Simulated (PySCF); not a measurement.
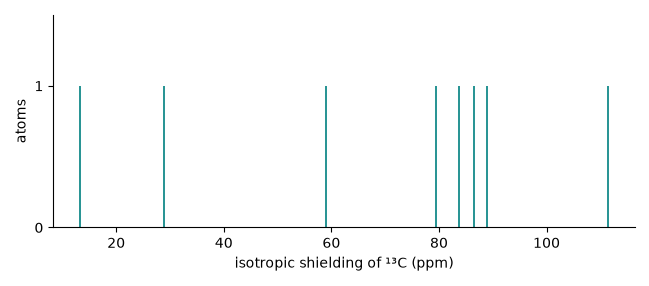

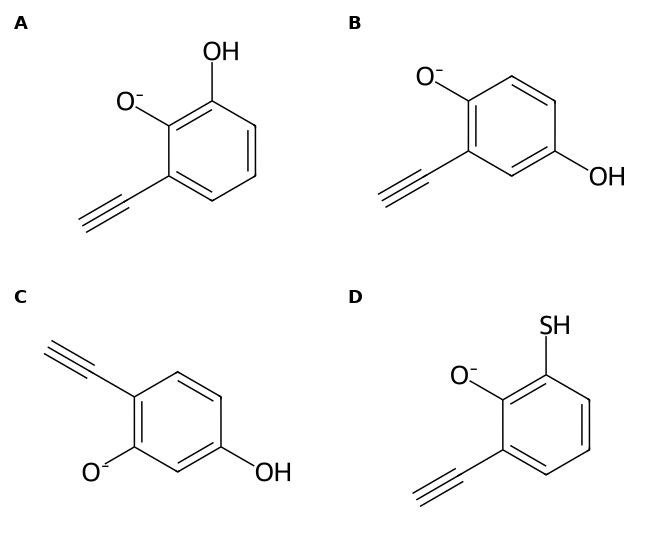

The sticks are computed shieldings of one of the molecules, for one fixed geometry (GFN2-xTB) without averaging over rotations. Low shielding means a high chemical shift. Method: GIAO PBE0/pcSseg-1 NMR shielding, non-relativistic, gas phase (PySCF 2.14.0).

> Which molecule gives this pattern?

A, `C#Cc1cccc(O)c1[O-]`. Its 8 C atoms give lines at 13.2, 28.8, 59.0, 79.5, 83.8, 86.5, 89.0, 111.5 ppm.
